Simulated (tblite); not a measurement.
Run report: C₂H₃F₃Ge₂O₂, geometry relaxation (part 3 of 3)

C₂H₃F₃Ge₂O₂, SMILES [F][Ge]([F])([F])[GeH]1[O]C=C[O]1; GFN2-xTB geometry optimisation, gas phase (tblite 0.8.0). It belongs to a series of runs on one base structure; here: C-C bond made double.

Trajectory as extended XYZ, continued
```
12
Properties=species:S:1:pos:R:3:forces:R:3 step=42 energy=-875.40803
F     3.5755    0.3379    0.7796   -0.0010   0.0080   0.0120
Ge    2.2779   -0.4847   -0.0921   -0.0110  -0.0050  -0.0080
F     3.1896   -1.0265   -1.5063   -0.0100  -0.0030  -0.0020
F     2.2074   -1.9980    0.8246    0.0110   0.0010  -0.0030
Ge    0.1218    0.8094   -0.5076    0.0040  -0.0040   0.0010
O    -0.8274    1.1007    0.9744   -0.0050   0.0040  -0.0090
C    -1.9782    0.3383    0.9069    0.0010  -0.0010   0.0010
C    -2.1681   -0.3337   -0.2185    0.0010   0.0040   0.0040
O    -1.1918   -0.1887   -1.1859   -0.0060   0.0050   0.0010
H     0.3730    2.0769   -1.3123    0.0100  -0.0050   0.0040
H    -2.5983    0.3570    1.7837    0.0000  -0.0030  -0.0010
H    -2.9802   -0.9892   -0.4726    0.0060  -0.0010   0.0010
12
Properties=species:S:1:pos:R:3:forces:R:3 step=43 energy=-875.40806
F     3.5749    0.3387    0.7799    0.0010   0.0090   0.0120
Ge    2.2781   -0.4847   -0.0920   -0.0110  -0.0080  -0.0110
F     3.1890   -1.0264   -1.5071   -0.0110  -0.0020   0.0010
F     2.2088   -1.9983    0.8245    0.0110   0.0020  -0.0030
Ge    0.1223    0.8089   -0.5077   -0.0080  -0.0100   0.0100
O    -0.8277    1.1006    0.9745    0.0010   0.0040  -0.0130
C    -1.9786    0.3384    0.9070    0.0030   0.0030   0.0010
C    -2.1685   -0.3332   -0.2185    0.0010  -0.0030   0.0010
O    -1.1920   -0.1891   -1.1858   -0.0020   0.0100   0.0040
H     0.3741    2.0762   -1.3119    0.0100  -0.0010   0.0010
H    -2.5989    0.3573    1.7838    0.0020  -0.0030  -0.0040
H    -2.9805   -0.9889   -0.4727    0.0050  -0.0010   0.0010
12
Properties=species:S:1:pos:R:3:forces:R:3 step=44 energy=-875.40811
F     3.5742    0.3400    0.7805    0.0000   0.0070   0.0090
Ge    2.2784   -0.4850   -0.0920   -0.0080  -0.0110  -0.0100
F     3.1881   -1.0264   -1.5082   -0.0100   0.0000   0.0030
F     2.2118   -1.9988    0.8242    0.0100   0.0030  -0.0030
Ge    0.1227    0.8080   -0.5077   -0.0200  -0.0130   0.0190
O    -0.8282    1.1004    0.9746    0.0080   0.0050  -0.0140
C    -1.9792    0.3386    0.9072    0.0040   0.0070   0.0010
C    -2.1693   -0.3324   -0.2186    0.0000  -0.0120  -0.0030
O    -1.1924   -0.1896   -1.1856    0.0010   0.0150   0.0050
H     0.3760    2.0751   -1.3113    0.0090   0.0030  -0.0010
H    -2.6001    0.3577    1.7837    0.0050  -0.0020  -0.0060
H    -2.9810   -0.9884   -0.4728    0.0020  -0.0010   0.0010
12
Properties=species:S:1:pos:R:3:forces:R:3 step=45 energy=-875.40818
F     3.5733    0.3420    0.7814   -0.0040   0.0040   0.0030
Ge    2.2788   -0.4855   -0.0921   -0.0020  -0.0110  -0.0050
F     3.1869   -1.0262   -1.5097   -0.0090   0.0020   0.0040
F     2.2173   -1.9997    0.8236    0.0080   0.0020  -0.0020
Ge    0.1230    0.8065   -0.5074   -0.0280  -0.0120   0.0230
O    -0.8289    1.1001    0.9745    0.0120   0.0070  -0.0110
C    -1.9804    0.3391    0.9073    0.0040   0.0110  -0.0020
C    -2.1707   -0.3313   -0.2187    0.0010  -0.0220  -0.0060
O    -1.1931   -0.1901   -1.1852    0.0040   0.0180   0.0030
H     0.3791    2.0734   -1.3103    0.0060   0.0030  -0.0010
H    -2.6019    0.3585    1.7834    0.0080   0.0000  -0.0080
H    -2.9820   -0.9875   -0.4729   -0.0020  -0.0020   0.0010
12
Properties=species:S:1:pos:R:3:forces:R:3 step=46 energy=-875.40825
F     3.5725    0.3442    0.7823   -0.0100   0.0000  -0.0030
Ge    2.2793   -0.4863   -0.0922    0.0040  -0.0080   0.0030
F     3.1856   -1.0259   -1.5113   -0.0060   0.0030   0.0030
F     2.2244   -2.0008    0.8229    0.0060  -0.0010  -0.0010
Ge    0.1227    0.8044   -0.5065   -0.0220  -0.0040   0.0190
O    -0.8297    1.0999    0.9743    0.0110   0.0080  -0.0020
C    -1.9819    0.3400    0.9073    0.0030   0.0110  -0.0050
C    -2.1724   -0.3302   -0.2188    0.0040  -0.0250  -0.0050
O    -1.1941   -0.1904   -1.1847    0.0030   0.0160   0.0000
H     0.3827    2.0712   -1.3091    0.0020   0.0000   0.0000
H    -2.6041    0.3596    1.7830    0.0110   0.0030  -0.0070
H    -2.9836   -0.9864   -0.4733   -0.0070  -0.0030   0.0000
12
Properties=species:S:1:pos:R:3:forces:R:3 step=47 energy=-875.40831
F     3.5718    0.3459    0.7827   -0.0130  -0.0010  -0.0080
Ge    2.2798   -0.4872   -0.0922    0.0050  -0.0050   0.0090
F     3.1847   -1.0254   -1.5123   -0.0040   0.0030   0.0000
F     2.2308   -2.0017    0.8223    0.0040  -0.0040   0.0010
Ge    0.1221    0.8025   -0.5054   -0.0070   0.0070   0.0090
O    -0.8303    1.0998    0.9741    0.0040   0.0060   0.0050
C    -1.9832    0.3408    0.9072    0.0010   0.0070  -0.0090
C    -2.1738   -0.3296   -0.2189    0.0070  -0.0200  -0.0010
O    -1.1950   -0.1905   -1.1843    0.0000   0.0100  -0.0050
H     0.3854    2.0692   -1.3079   -0.0010  -0.0040   0.0030
H    -2.6059    0.3608    1.7824    0.0120   0.0040  -0.0050
H    -2.9852   -0.9853   -0.4737   -0.0090  -0.0030   0.0000
12
Properties=species:S:1:pos:R:3:forces:R:3 step=48 energy=-875.40835
F     3.5713    0.3470    0.7826   -0.0120  -0.0010  -0.0090
Ge    2.2803   -0.4879   -0.0920    0.0020  -0.0020   0.0100
F     3.1842   -1.0248   -1.5130   -0.0020   0.0030  -0.0010
F     2.2354   -2.0025    0.8220    0.0040  -0.0070   0.0030
Ge    0.1215    0.8012   -0.5043    0.0080   0.0130   0.0000
O    -0.8307    1.0998    0.9742   -0.0040   0.0030   0.0090
C    -1.9841    0.3416    0.9068    0.0000   0.0010  -0.0100
C    -2.1747   -0.3295   -0.2189    0.0080  -0.0100   0.0020
O    -1.1957   -0.1903   -1.1841   -0.0020   0.0040  -0.0070
H     0.3870    2.0675   -1.3070   -0.0030  -0.0050   0.0040
H    -2.6069    0.3619    1.7819    0.0100   0.0050  -0.0030
H    -2.9866   -0.9845   -0.4742   -0.0080  -0.0030   0.0010
12
Properties=species:S:1:pos:R:3:forces:R:3 step=49 energy=-875.40838
F     3.5707    0.3478    0.7822   -0.0090   0.0000  -0.0070
Ge    2.2807   -0.4885   -0.0917   -0.0040  -0.0010   0.0080
F     3.1838   -1.0242   -1.5135   -0.0010   0.0040  -0.0020
F     2.2388   -2.0033    0.8218    0.0030  -0.0100   0.0050
Ge    0.1213    0.8003   -0.5034    0.0160   0.0130  -0.0050
O    -0.8309    1.0998    0.9745   -0.0080   0.0000   0.0070
C    -1.9847    0.3421    0.9064   -0.0020  -0.0030  -0.0080
C    -2.1752   -0.3298   -0.2189    0.0070  -0.0010   0.0030
O    -1.1961   -0.1902   -1.1840   -0.0020  -0.0010  -0.0070
H     0.3881    2.0661   -1.3062   -0.0030  -0.0030   0.0020
H    -2.6075    0.3629    1.7814    0.0060   0.0040   0.0000
H    -2.9878   -0.9838   -0.4745   -0.0040  -0.0020   0.0020
12
Properties=species:S:1:pos:R:3:forces:R:3 step=50 energy=-875.40841
F     3.5699    0.3487    0.7819   -0.0040   0.0020  -0.0050
Ge    2.2809   -0.4890   -0.0912   -0.0090  -0.0020   0.0040
F     3.1833   -1.0236   -1.5141   -0.0010   0.0040  -0.0010
F     2.2414   -2.0040    0.8217    0.0030  -0.0110   0.0050
Ge    0.1214    0.7998   -0.5028    0.0150   0.0080  -0.0050
O    -0.8312    1.0998    0.9747   -0.0090  -0.0010   0.0020
C    -1.9852    0.3426    0.9060   -0.0010  -0.0060  -0.0030
C    -2.1754   -0.3301   -0.2189    0.0050   0.0060   0.0010
O    -1.1964   -0.1900   -1.1841    0.0000  -0.0030  -0.0040
H     0.3890    2.0649   -1.3055   -0.0030   0.0010   0.0000
H    -2.6078    0.3637    1.7810    0.0030   0.0020   0.0020
H    -2.9888   -0.9833   -0.4748    0.0010   0.0000   0.0030
12
Properties=species:S:1:pos:R:3:forces:R:3 step=51 energy=-875.40843
F     3.5690    0.3494    0.7818   -0.0010   0.0030  -0.0040
Ge    2.2808   -0.4895   -0.0909   -0.0110  -0.0040   0.0010
F     3.1826   -1.0232   -1.5146   -0.0010   0.0050   0.0010
F     2.2431   -2.0047    0.8218    0.0030  -0.0100   0.0050
Ge    0.1218    0.7997   -0.5024    0.0060   0.0010  -0.0030
O    -0.8314    1.0998    0.9749   -0.0050  -0.0010  -0.0030
C    -1.9855    0.3427    0.9057    0.0000  -0.0060   0.0010
C    -2.1754   -0.3304   -0.2190    0.0020   0.0080  -0.0020
O    -1.1966   -0.1900   -1.1842    0.0040  -0.0020  -0.0020
H     0.3899    2.0642   -1.3051   -0.0020   0.0050  -0.0030
H    -2.6078    0.3642    1.7808    0.0000   0.0010   0.0030
H    -2.9893   -0.9831   -0.4748    0.0050   0.0010   0.0030
12
Properties=species:S:1:pos:R:3:forces:R:3 step=52 energy=-875.40844
F     3.5681    0.3501    0.7818    0.0000   0.0030  -0.0040
Ge    2.2805   -0.4899   -0.0906   -0.0090  -0.0070   0.0000
F     3.1819   -1.0229   -1.5151   -0.0010   0.0060   0.0030
F     2.2442   -2.0054    0.8219    0.0030  -0.0090   0.0050
Ge    0.1222    0.7998   -0.5023   -0.0040  -0.0040   0.0000
O    -0.8317    1.0999    0.9750    0.0010   0.0010  -0.0060
C    -1.9856    0.3428    0.9055    0.0020  -0.0040   0.0050
C    -2.1753   -0.3304   -0.2191   -0.0010   0.0070  -0.0050
O    -1.1965   -0.1899   -1.1844    0.0060  -0.0010   0.0010
H     0.3906    2.0639   -1.3049   -0.0020   0.0080  -0.0040
H    -2.6077    0.3645    1.7807   -0.0020  -0.0010   0.0030
H    -2.9895   -0.9830   -0.4746    0.0080   0.0020   0.0020
12
Properties=species:S:1:pos:R:3:forces:R:3 step=53 energy=-875.40846
F     3.5669    0.3509    0.7817   -0.0010   0.0020  -0.0040
Ge    2.2799   -0.4905   -0.0902   -0.0050  -0.0090   0.0000
F     3.1810   -1.0226   -1.5155   -0.0020   0.0060   0.0050
F     2.2457   -2.0064    0.8222    0.0030  -0.0070   0.0040
Ge    0.1227    0.7999   -0.5022   -0.0130  -0.0070   0.0020
O    -0.8320    1.1000    0.9749    0.0070   0.0030  -0.0080
C    -1.9857    0.3427    0.9054    0.0040   0.0000   0.0080
C    -2.1752   -0.3304   -0.2193   -0.0040   0.0040  -0.0060
O    -1.1964   -0.1898   -1.1846    0.0070   0.0010   0.0040
H     0.3915    2.0639   -1.3048   -0.0010   0.0080  -0.0040
H    -2.6076    0.3647    1.7807   -0.0040  -0.0020   0.0020
H    -2.9894   -0.9831   -0.4743    0.0090   0.0010  -0.0010
12
Properties=species:S:1:pos:R:3:forces:R:3 step=54 energy=-875.40849
F     3.5652    0.3520    0.7814   -0.0020   0.0010  -0.0050
Ge    2.2788   -0.4916   -0.0897    0.0010  -0.0110   0.0010
F     3.1797   -1.0219   -1.5159   -0.0030   0.0060   0.0060
F     2.2481   -2.0080    0.8226    0.0020  -0.0040   0.0020
Ge    0.1230    0.7999   -0.5020   -0.0200  -0.0070   0.0020
O    -0.8325    1.1003    0.9747    0.0120   0.0050  -0.0070
C    -1.9858    0.3426    0.9052    0.0060   0.0050   0.0080
C    -2.1750   -0.3302   -0.2196   -0.0050   0.0010  -0.0050
O    -1.1961   -0.1897   -1.1848    0.0060   0.0010   0.0070
H     0.3927    2.0639   -1.3047   -0.0010   0.0070  -0.0030
H    -2.6076    0.3650    1.7807   -0.0040  -0.0040  -0.0010
H    -2.9893   -0.9831   -0.4739    0.0090   0.0000  -0.0050
12
Properties=species:S:1:pos:R:3:forces:R:3 step=55 energy=-875.40853
F     3.5633    0.3533    0.7806   -0.0030   0.0000  -0.0050
Ge    2.2776   -0.4933   -0.0889    0.0060  -0.0110   0.0030
F     3.1784   -1.0206   -1.5162   -0.0030   0.0050   0.0050
F     2.2517   -2.0104    0.8232    0.0010  -0.0010   0.0000
Ge    0.1231    0.7998   -0.5017   -0.0190  -0.0030  -0.0020
O    -0.8329    1.1007    0.9743    0.0150   0.0060  -0.0030
C    -1.9860    0.3425    0.9051    0.0070   0.0090   0.0070
C    -2.1751   -0.3298   -0.2200   -0.0060  -0.0010   0.0000
O    -1.1958   -0.1895   -1.1850    0.0020   0.0010   0.0080
H     0.3939    2.0638   -1.3045   -0.0010   0.0030  -0.0010
H    -2.6077    0.3656    1.7807   -0.0050  -0.0060  -0.0040
H    -2.9893   -0.9829   -0.4737    0.0070  -0.0020  -0.0090
12
Properties=species:S:1:pos:R:3:forces:R:3 step=56 energy=-875.40856
F     3.5616    0.3545    0.7794   -0.0040  -0.0010  -0.0050
Ge    2.2766   -0.4952   -0.0880    0.0080  -0.0080   0.0050
F     3.1773   -1.0191   -1.5162   -0.0020   0.0040   0.0030
F     2.2558   -2.0128    0.8239    0.0000   0.0000  -0.0010
Ge    0.1228    0.7993   -0.5013   -0.0100   0.0030  -0.0060
O    -0.8332    1.1012    0.9740    0.0120   0.0050   0.0020
C    -1.9862    0.3427    0.9050    0.0050   0.0120   0.0030
C    -2.1753   -0.3293   -0.2204   -0.0040  -0.0010   0.0070
O    -1.1956   -0.1893   -1.1851   -0.0040  -0.0010   0.0070
H     0.3948    2.0634   -1.3041   -0.0010  -0.0010   0.0020
H    -2.6081    0.3663    1.7805   -0.0040  -0.0070  -0.0060
H    -2.9893   -0.9824   -0.4738    0.0040  -0.0040  -0.0110
12
Properties=species:S:1:pos:R:3:forces:R:3 step=57 energy=-875.40859
F     3.5606    0.3555    0.7782   -0.0030  -0.0010  -0.0030
Ge    2.2761   -0.4969   -0.0872    0.0040  -0.0040   0.0050
F     3.1767   -1.0177   -1.5162   -0.0010   0.0010   0.0000
F     2.2594   -2.0148    0.8244    0.0000   0.0000   0.0000
Ge    0.1224    0.7988   -0.5009    0.0020   0.0060  -0.0090
O    -0.8333    1.1015    0.9739    0.0070   0.0020   0.0060
C    -1.9864    0.3431    0.9050    0.0020   0.0110  -0.0010
C    -2.1757   -0.3288   -0.2205   -0.0010   0.0000   0.0110
O    -1.1956   -0.1894   -1.1849   -0.0080  -0.0030   0.0050
H     0.3953    2.0629   -1.3037   -0.0010  -0.0020   0.0020
H    -2.6088    0.3670    1.7802   -0.0030  -0.0060  -0.0060
H    -2.9895   -0.9819   -0.4743    0.0010  -0.0050  -0.0100
12
Properties=species:S:1:pos:R:3:forces:R:3 step=58 energy=-875.40861
F     3.5600    0.3561    0.7772   -0.0010   0.0000  -0.0010
Ge    2.2760   -0.4981   -0.0866   -0.0010   0.0010   0.0030
F     3.1765   -1.0166   -1.5162    0.0000   0.0000  -0.0020
F     2.2620   -2.0161    0.8247    0.0000  -0.0010   0.0000
Ge    0.1222    0.7983   -0.5008    0.0090   0.0050  -0.0080
O    -0.8332    1.1016    0.9740    0.0010   0.0000   0.0060
C    -1.9867    0.3437    0.9050   -0.0010   0.0070  -0.0030
C    -2.1762   -0.3284   -0.2204    0.0010   0.0000   0.0110
O    -1.1959   -0.1895   -1.1846   -0.0080  -0.0030   0.0010
H     0.3957    2.0623   -1.3032    0.0000  -0.0010   0.0010
H    -2.6095    0.3675    1.7798   -0.0020  -0.0040  -0.0030
H    -2.9899   -0.9815   -0.4749    0.0000  -0.0030  -0.0060
12
Properties=species:S:1:pos:R:3:forces:R:3 step=59 energy=-875.40862
F     3.5595    0.3566    0.7768    0.0000   0.0000   0.0000
Ge    2.2760   -0.4987   -0.0863   -0.0040   0.0030   0.0010
F     3.1762   -1.0160   -1.5164    0.0010  -0.0010  -0.0020
F     2.2636   -2.0168    0.8248    0.0000  -0.0020   0.0010
Ge    0.1222    0.7980   -0.5008    0.0090   0.0010  -0.0040
O    -0.8330    1.1016    0.9742   -0.0010  -0.0010   0.0030
C    -1.9868    0.3442    0.9050   -0.0020   0.0040  -0.0020
C    -2.1765   -0.3282   -0.2202    0.0020   0.0000   0.0060
O    -1.1961   -0.1897   -1.1843   -0.0050  -0.0010  -0.0010
H     0.3960    2.0619   -1.3030    0.0000   0.0000   0.0000
H    -2.6099    0.3676    1.7795   -0.0010  -0.0020  -0.0010
H    -2.9900   -0.9813   -0.4754    0.0000  -0.0010  -0.0020
```

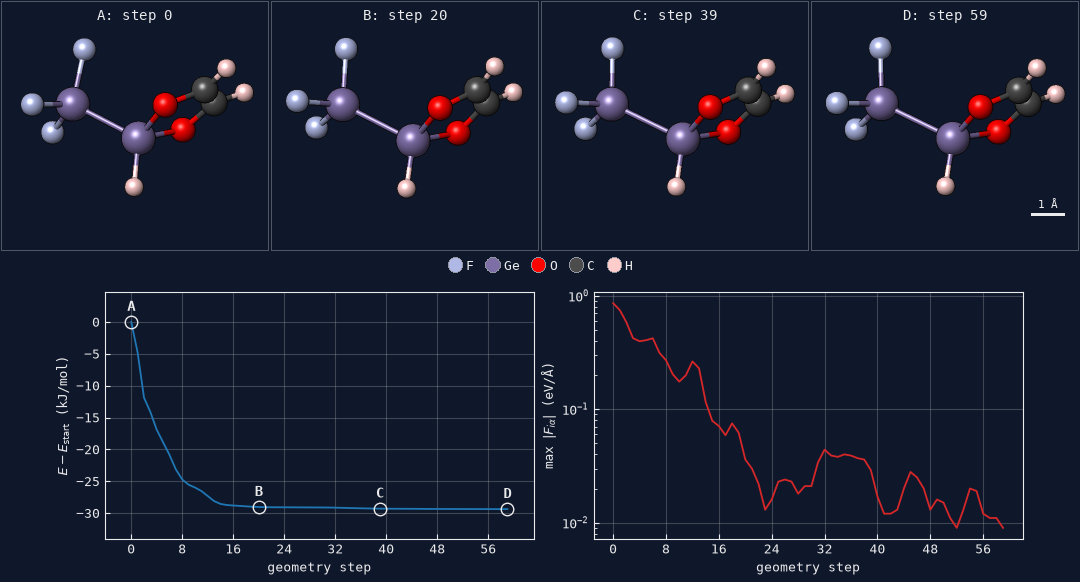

Figure 1. Frames of the relaxation (ball-and-stick view, seen at a tilt) above the curves, on which the letters mark them (steps are counted from 0).

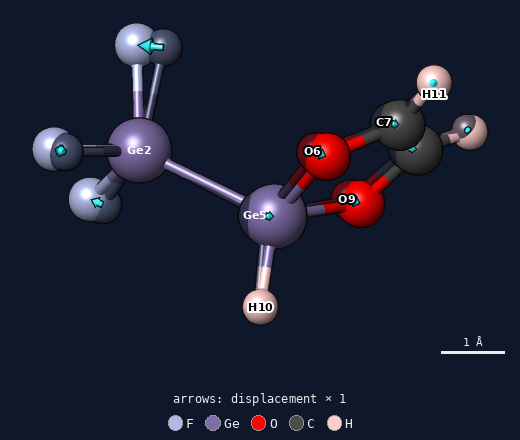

Figure 2. Start (faint) and end (solid) with the displacements as teal arrows, at true length (ball-and-stick view, seen at a tilt). The two geometries are laid on each other by the best rigid fit. The atom that moves furthest after the best rigid fit is F4 (0.44 Å). By element the largest moves are F 0.44 Å, O 0.19 Å, Ge 0.14 Å, C 0.13 Å, H 0.09 Å. Among the contacts that change: Ge2–Ge5 2.383 → 2.548 Å, Ge5–H10 1.552 → 1.522 Å, Ge2–F3 1.753 → 1.767 Å, C8–O9 1.395 → 1.382 Å. Among the angles that change: F4–Ge2–Ge5 109.2° → 120.9°, F1–Ge2–F3 109.1° → 99.6°, F1–Ge2–Ge5 109.8° → 116.6°. The energy falls by 29.4 kJ/mol in 59 geometry steps. Largest force component: 0.86 eV/Å at the start, 0.009 eV/Å at the end. (Atoms are counted from 1 in the order of the input.)

This output came from the following input.

Input file
```
{"job": {"kind": "relax", "xc": "GFN2-xTB", "basis": "xTB"}, "charge": 0, "multiplicity": 1}
F      3.392100     0.490300     0.822800
Ge     2.242700    -0.484600    -0.096100
F      2.983700    -0.969300    -1.608700
F      1.836800    -1.915200     0.832500
Ge     0.260400     0.773800    -0.502900
O     -0.675100     1.023100     0.998100
C     -1.863100     0.310800     0.912200
C     -2.048700    -0.369300    -0.217900
O     -1.029100    -0.277900    -1.166000
H      0.438600     2.081200    -1.319100
H     -2.590100     0.304200     1.718500
H     -2.947100    -0.967700    -0.399500
```

The first line tells a small driver script what to run in tblite; the rest is the geometry in Å.

Launched with:
```bash
OMP_NUM_THREADS=1 python <driver script> task.json out
```

Key numbers

- outcome: converged
- total energy: −875.4086 eV
- hardware: 1 CPU thread, shared host
- peak memory: 0.18 GiB
